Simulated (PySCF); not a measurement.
## C3H6ClFSi: one change and its effect

System: C3H6ClFSi.
Method of run A: GIAO mPW1PW91/pcSseg-1 NMR shielding, non-relativistic, gas phase (PySCF 2.14.0).

The geometry comes from this level: PBE0-D3(BJ)/def2-SVP. Text and figures count atoms from 1; the logs count them from 0 in places.

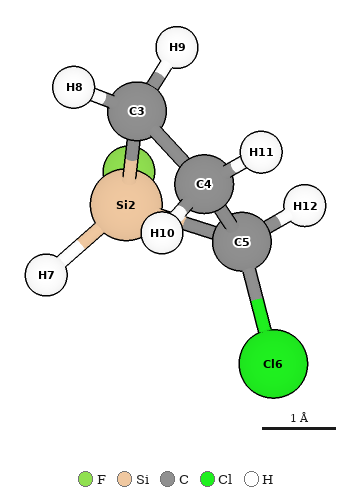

The structure as given in the input (ball-and-stick view, seen at a tilt; atoms are numbered from 1 in the order of the input).

### Input, run A
```
{"job": {"kind": "nmr", "xc": "mPW1PW91", "basis": "pcSseg-1", "pop": false}, "charge": 0, "multiplicity": 1}
F      1.469760     0.227051     2.274257
Si     1.044103    -0.161546     0.754996
C      0.322639     1.156486    -0.372104
C     -0.679555     0.062568    -0.831606
C     -0.685177    -0.842817     0.425356
Cl    -1.008654    -2.567906     0.156376
H      2.143968    -0.981638     0.181959
H      0.925826     1.621362    -1.163370
H     -0.181498     1.950636     0.200901
H     -0.266950    -0.507548    -1.679573
H     -1.674364     0.425837    -1.133039
H     -1.414111    -0.474317     1.163554
```

The first line tells a small driver script what to run in PySCF; the rest is the geometry in Å.

Command:
```bash
OMP_NUM_THREADS=1 python <driver script> task.json out
```

Hardware: 1 CPU thread, shared host.

### Output (run A)
```
coarse grid: 11312 points
cycle   1  E = -967.3381428954  dE =  5.809e-01  |g| = 5.891e-01  |ddm| = 3.151e+00
cycle   2  E = -967.2830907518  dE =  5.505e-02  |g| = 8.669e-01  |ddm| = 1.066e+00
cycle   3  E = -967.4018256212  dE = -1.187e-01  |g| = 8.126e-02  |ddm| = 6.412e-01
cycle   4  E = -967.4030582564  dE = -1.233e-03  |g| = 2.926e-02  |ddm| = 9.601e-02
cycle   5  E = -967.4032376000  dE = -1.793e-04  |g| = 8.515e-03  |ddm| = 3.130e-02
cycle   6  E = -967.4032560317  dE = -1.843e-05  |g| = 1.894e-03  |ddm| = 1.196e-02
cycle   7  E = -967.4032567025  dE = -6.708e-07  |g| = 5.737e-04  |ddm| = 2.176e-03
final grid: 101136 points
cycle   8  E = -967.4414821890  dE = -2.483e-05  |g| = 4.228e-03  |ddm| = 1.687e-02
cycle   9  E = -967.4414799455  dE =  2.244e-06  |g| = 4.947e-03  |ddm| = 7.472e-03
cycle  10  E = -967.4414861393  dE = -6.194e-06  |g| = 6.596e-04  |ddm| = 4.601e-03
cycle  11  E = -967.4414862210  dE = -8.168e-08  |g| = 2.049e-04  |ddm| = 8.223e-04
cycle  12  E = -967.4414862287  dE = -7.742e-09  |g| = 5.455e-05  |ddm| = 1.808e-04
cycle  13  E = -967.4414862292  dE = -5.284e-10  |g| = 1.206e-05  |ddm| = 5.718e-05
converged SCF energy = -967.4414862292

GIAO shielding tensors (ppm)
atom      isotropic    diamagn.    paramagn.     s11        s22        s33       span
  0 F      334.382     467.509    -133.127    273.460    360.496    369.191     95.731
  1 Si     334.776     876.183    -541.407    308.806    330.421    365.099     56.293
  2 C      169.027     255.178     -86.151    145.166    175.409    186.507     41.341
  3 C      158.505     251.397     -92.893    136.619    154.779    184.117     47.498
  4 C      132.776     254.099    -121.323     92.180    137.984    168.164     75.984
  5 Cl     830.446    1145.955    -315.510    625.108    782.182   1084.046    458.938
  6 H       26.204      27.659      -1.455     22.938     24.861     30.814      7.876
  7 H       30.021      29.841       0.180     25.515     26.764     37.784     12.269
  8 H       30.208      30.782      -0.574     26.593     27.457     36.573      9.980
  9 H       29.994      31.033      -1.039     26.078     29.346     34.556      8.478
 10 H       28.769      30.061      -1.291     24.333     27.001     34.975     10.642
 11 H       27.865      30.571      -2.706     22.714     28.747     32.134      9.420
```

For run B the input was changed thus:
```diff
-"xc": "mPW1PW91"
+"xc": "PBE0"
```

How does run B compare with run A?

The total energies belong to different methods, so their difference says nothing on which is more stable or more accurate. Of all shieldings, the largest change is that of F1, by −1.3 ppm. The functional changes from mPW1PW91 to PBE0. The number of SCF iterations is the same.

### Output (run B)
```
coarse grid: 11312 points
cycle   1  E = -966.8464994629  dE =  5.812e-01  |g| = 5.760e-01  |ddm| = 3.152e+00
cycle   2  E = -966.7945131081  dE =  5.199e-02  |g| = 8.441e-01  |ddm| = 1.047e+00
cycle   3  E = -966.9077835074  dE = -1.133e-01  |g| = 7.931e-02  |ddm| = 6.292e-01
cycle   4  E = -966.9089420156  dE = -1.159e-03  |g| = 2.925e-02  |ddm| = 9.429e-02
cycle   5  E = -966.9091213255  dE = -1.793e-04  |g| = 8.319e-03  |ddm| = 3.119e-02
cycle   6  E = -966.9091389449  dE = -1.762e-05  |g| = 1.906e-03  |ddm| = 1.179e-02
cycle   7  E = -966.9091396297  dE = -6.848e-07  |g| = 5.652e-04  |ddm| = 2.232e-03
final grid: 101136 points
cycle   8  E = -966.9491780871  dE = -2.584e-05  |g| = 6.235e-03  |ddm| = 1.863e-02
cycle   9  E = -966.9491715813  dE =  6.506e-06  |g| = 7.751e-03  |ddm| = 1.159e-02
cycle  10  E = -966.9491870595  dE = -1.548e-05  |g| = 9.810e-04  |ddm| = 7.291e-03
cycle  11  E = -966.9491872299  dE = -1.704e-07  |g| = 2.879e-04  |ddm| = 1.147e-03
cycle  12  E = -966.9491872447  dE = -1.474e-08  |g| = 5.622e-05  |ddm| = 2.206e-04
cycle  13  E = -966.9491872452  dE = -5.878e-10  |g| = 1.523e-05  |ddm| = 7.154e-05
converged SCF energy = -966.9491872452

GIAO shielding tensors (ppm)
atom      isotropic    diamagn.    paramagn.     s11        s22        s33       span
  0 F      333.093     467.298    -134.205    271.805    359.773    367.702     95.897
  1 Si     335.374     876.043    -540.669    308.958    330.793    366.371     57.413
  2 C      170.046     255.116     -85.070    146.160    176.446    187.532     41.372
  3 C      159.577     251.361     -91.784    137.547    155.826    185.357     47.810
  4 C      133.751     253.934    -120.183     93.089    138.991    169.175     76.086
  5 Cl     831.354    1145.753    -314.399    626.424    783.642   1083.995    457.571
  6 H       26.115      27.562      -1.447     22.849     24.769     30.729      7.881
  7 H       29.968      29.782       0.185     25.429     26.688     37.786     12.356
  8 H       30.157      30.715      -0.558     26.514     27.385     36.574     10.059
  9 H       29.950      30.982      -1.032     26.023     29.280     34.546      8.522
 10 H       28.714      30.022      -1.307     24.254     26.925     34.963     10.709
 11 H       27.804      30.502      -2.698     22.634     28.690     32.087      9.453
```

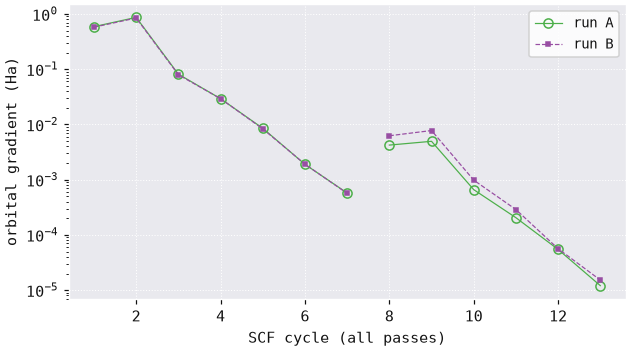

Convergence of the two runs: orbital gradient against the SCF cycle. A break in a curve parts two SCF passes (coarse and final grid). Run A takes 13 cycles in all, and run B takes 13.

### The two runs side by side

```tsv
quantity	run A	run B
outcome	converged	converged
total energy (hartree)	−967.441486	−966.949187
HOMO (eV)	−7.89	−7.86
LUMO (eV)	0.22	0.23
dipole moment (D)	2.34	2.34
shielding of F1 (ppm)	334.4	333.1
shielding of Si2 (ppm)	334.8	335.4
shielding of C3 (ppm)	169.0	170.0
shielding of C4 (ppm)	158.5	159.6
shielding of C5 (ppm)	132.8	133.8
shielding of Cl6 (ppm)	830.4	831.4
shielding of H7 (ppm)	26.2	26.1
SCF iterations	13	13
basis functions	146	146
wall time (shared host)	13 s	12 s
```
